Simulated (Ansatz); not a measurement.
A series of calculations on TiPH3Cl4

## 1. Relaxation

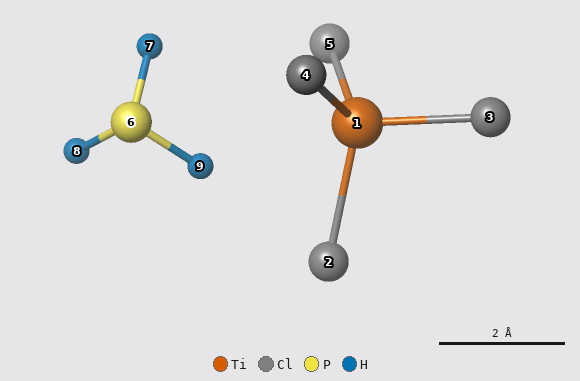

TiPH3Cl4, before the relaxation. A ball-and-stick model, seen face on.

The run prepares an end point of a later path (reaction) calculation, from a guessed geometry.

Computed with Ansatz, RHF/def2-SVP.

Input
```yaml
crystal:
  periodic: [false, false, false]
  atoms:
    - { symbol: Ti, position_ang: [0.268351, -0.010264, 0.011699] }
    - { symbol: Cl, position_ang: [0.712976, 0.054619, 2.28193] }
    - { symbol: Cl, position_ang: [2.20076, 0.127506, -0.937476] }
    - { symbol: Cl, position_ang: [-0.866995, 1.681917, -0.724401] }
    - { symbol: Cl, position_ang: [-0.559106, -1.902283, -0.648372] }
    - { symbol: P, position_ang: [-3.10036, 0.21829, 1.376126] }
    - { symbol: H, position_ang: [-3.26631, -0.654985, 0.280835] }
    - { symbol: H, position_ang: [-3.692848, -0.651336, 2.324026] }
    - { symbol: H, position_ang: [-1.779968, -0.175564, 1.685032] }
basis:
  gaussian: { orbitals: def2-SVP }
hamiltonian:
  xc: hf
relax:
  f_tol: 0.03
  max_steps: 50
```

Launched with:
```bash
ansatz run input.yaml --threads 4 --pin off --max-ram 5120MiB --backend cpu --events-out ev --progress --plain --runs-dir out
```

Predict the outcome.

The energy falls by 0.483 eV in 13 accepted moves (14 points after the start). The largest force component goes from 1.6 to 0.0014 eV/Å. The line search rejected the trial step at point 10 of the run. The forces were under the threshold at step 5, but the run went on from there. The largest move after the best rigid fit is that of H9, 1.06 Å. Largest moves by element: H 1.06 Å, P 0.78 Å, Cl 0.56 Å, Ti 0.56 Å. Among the contacts that change: Ti1–H9 2.650 → 4.142 Å, Ti1–Cl2 2.314 → 2.169 Å, Ti1–Cl3 2.157 → 2.168 Å. Bond angles that change, for instance: Cl2–Ti1–Cl4 114.3° → 109.4°, Cl2–Ti1–Cl3 104.9° → 109.5°, Cl2–Ti1–Cl5 113.4° → 109.5°.

Final geometry:

```xyz
9

Ti    0.7717   -0.0546   -0.2295
Cl    1.0512   -0.0374    1.9219
Cl    2.6930    0.1568   -1.2105
Cl   -0.5191    1.5915   -0.8015
Cl   -0.1447   -1.9279   -0.8252
P    -3.8339    0.1647    1.6453
H    -3.3824   -0.5644    0.5228
H    -4.1682   -0.9729    2.4134
H    -2.5511    0.3321    2.2127
```

After the run, drawn alike:

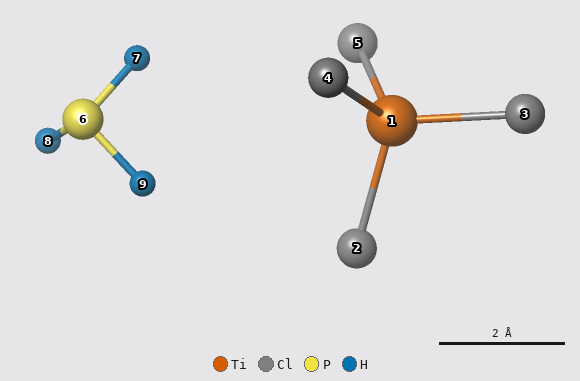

Limits of the set-up: the start holds two separate molecules, 2.6 Å apart at their closest, whose relative position is a soft coordinate and is computed without a dispersion correction; Hartree-Fock leaves out electron correlation.

## 2. Relaxation

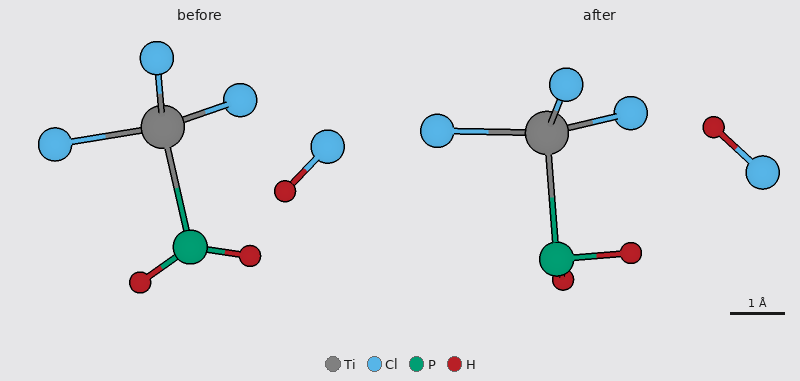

The structure of TiPH3Cl4 before (left) and after (right) a relaxation, at one scale.

The picture is a ball-and-stick view, seen at a tilt.

The run prepares an end point of a later path (reaction) calculation, from a guessed geometry.

Computed with RHF/def2-SVP (Ansatz).

Input file:
```yaml
crystal:
  periodic: [false, false, false]
  atoms:
    - { symbol: Ti, position_ang: [-0.559126, -0.039183, -0.437478] }
    - { symbol: Cl, position_ang: [0.048202, -1.092904, 2.924188] }
    - { symbol: Cl, position_ang: [1.196234, 1.062758, 0.284696] }
    - { symbol: Cl, position_ang: [-1.376745, 0.9597, -2.206516] }
    - { symbol: Cl, position_ang: [-0.401418, -2.21258, -0.708642] }
    - { symbol: P, position_ang: [-2.357139, 0.375221, 1.148312] }
    - { symbol: H, position_ang: [-3.360073, 0.602513, 0.180389] }
    - { symbol: H, position_ang: [-2.639674, -0.993154, 1.363445] }
    - { symbol: H, position_ang: [-0.633762, 0.025529, 3.101006] }
basis:
  gaussian: { orbitals: def2-SVP }
hamiltonian:
  xc: hf
relax:
  f_tol: 0.03
  max_steps: 50
```

Command:
```bash
ansatz run input.yaml --threads 4 --pin off --max-ram 5120MiB --backend cpu --events-out ev --progress --plain --runs-dir out
```

Question: Describe what moved and what it gained.

Answer: The energy falls by 0.296 eV in 20 accepted moves (22 points after the start). Largest force component: 1.3 eV/Å at the start, 0.018 eV/Å at the end. The line search rejected the trial steps at points 6, 13 of the run. The largest move after the best rigid fit is that of H9, 1.31 Å. Largest moves by element: H 1.31 Å, Cl 0.90 Å, P 0.73 Å, Ti 0.33 Å. Some distances before and after: Ti1–Cl2 3.575 → 4.685 Å, Cl2–H9 1.322 → 1.273 Å, Ti1–Cl3 2.195 → 2.210 Å. Bond angles that change, for instance: Cl3–Ti1–Cl4 109.6° → 117.5°, Cl3–Ti1–P6 106.9° → 99.6°, Ti1–P6–H7 96.1° → 92.2°. Groups turn about Ti1–P6 by about 55°.

Limits of the set-up: the start holds two separate molecules, 2.6 Å apart at their closest, whose relative position is a soft coordinate and is computed without a dispersion correction; Hartree-Fock leaves out electron correlation.

## 3. Path

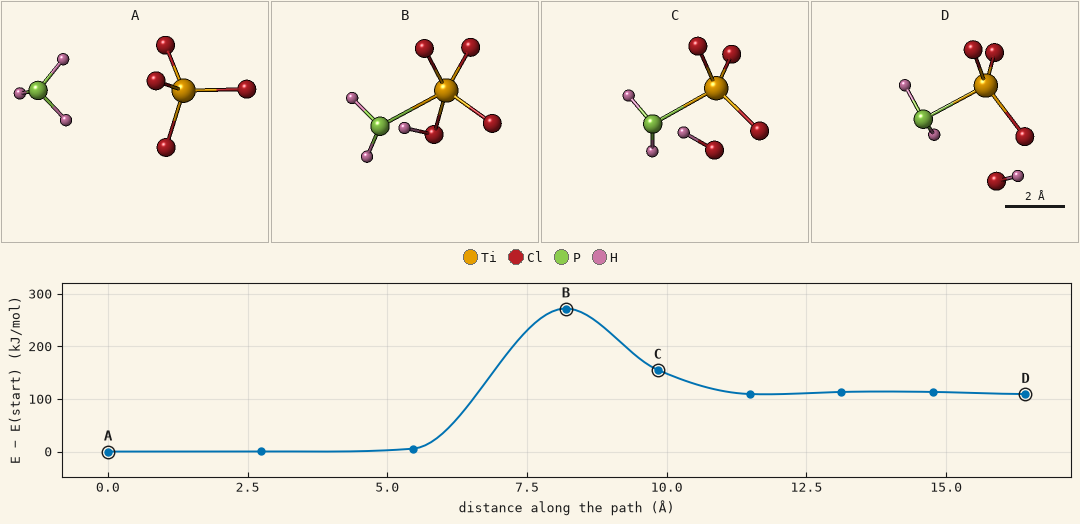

A nudged-elastic-band calculation for TiPH3Cl4, made up at the start of TiCl₄ and PH3. Images are numbered from 0 (start) to 8 (end). Frames A to D are images 0, 3, 4, 8. A ball-and-stick model, seen face on.

All numbers below come from RHF/def2-SVP (Ansatz). Set-up: 7 movable images; climbing image; force threshold 0.03 eV/Å; iteration limit 60; starting path through a guess of the saddle point.

Describe the mechanism and the energy profile.

Answer. The highest point, image 3, lies 272.0 kJ/mol above the start and 162.6 kJ/mol above the end; the end is at +109.4 kJ/mol relative to the start. The path has more than one stage, and so few images may leave a stage unresolved. Breaking: H–P (1.41 → 4.29 Å), Cl–Ti (2.17 → 4.68 Å). Forming: Cl–H (3.63 → 1.27 Å), P–Ti (4.98 → 2.44 Å). The band converged in 42 iterations. The largest component of the band force went from 43 to 0.025 eV/Å. The climbing image converged on the top of the path. Its vibrational analysis gives one imaginary mode (1335i cm⁻¹), as a transition state must have.

Limits of the set-up: the start holds two separate molecules, 3.6 Å apart at their closest, whose relative position is a soft coordinate and is computed without a dispersion correction; Hartree-Fock leaves out electron correlation.
